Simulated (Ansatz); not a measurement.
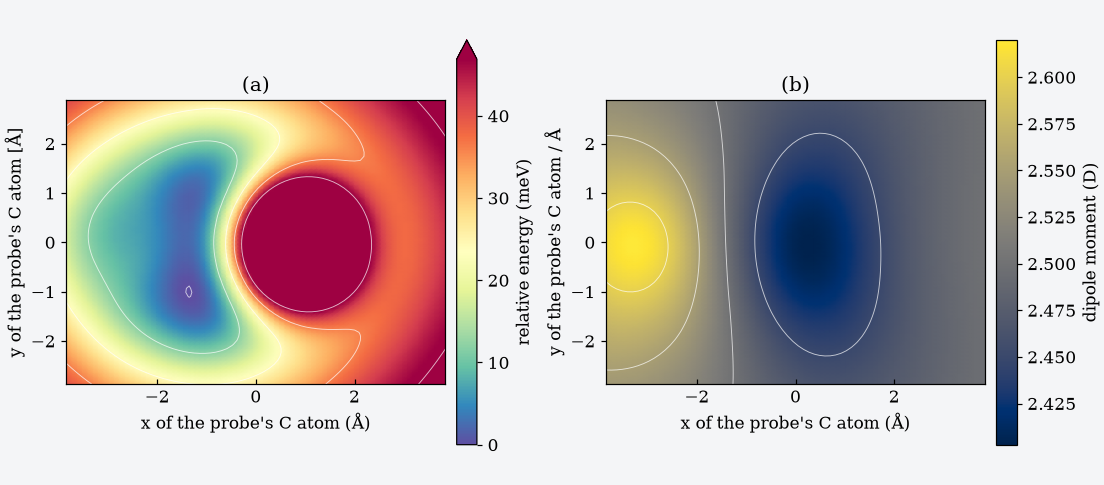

BF₃H₂Si (SMILES B[Si](F)(F)F) with the probe CO. 
- The probe is moved over a plane parallel to the molecule's main plane, 4.13 Å above it.
- The first coordinate is: x of the probe's C atom; the second: y of the probe's C atom.
- Nothing is relaxed (molecule and probe rigid, the probe upright with C nearest the plane).
- The scan uses a 17 × 13 grid.
- Points are written as (first, second).
- All energies are given in meV relative to the lowest grid point.
- The calculation used Ansatz 0.2.0, RKS PBE-D4/def2-SVPD.

Panel (a) is the energy; panel (b) is the computed dipole moment, in D.

In the figure: a smooth colour map with a few white contour lines, one colour for all values above the top of the scale. Between grid points the surface is interpolated.

> How does the dipole moment vary over the map, and what is it at the lowest grid point?

Leaving out the highest fifth of the energies, it runs from 2.42 D at (0.00 Å, −0.96 Å) to 2.62 D at (−3.36 Å, 0.00 Å). At the lowest grid point, (−1.44 Å, −0.96 Å), it is 2.51 D.
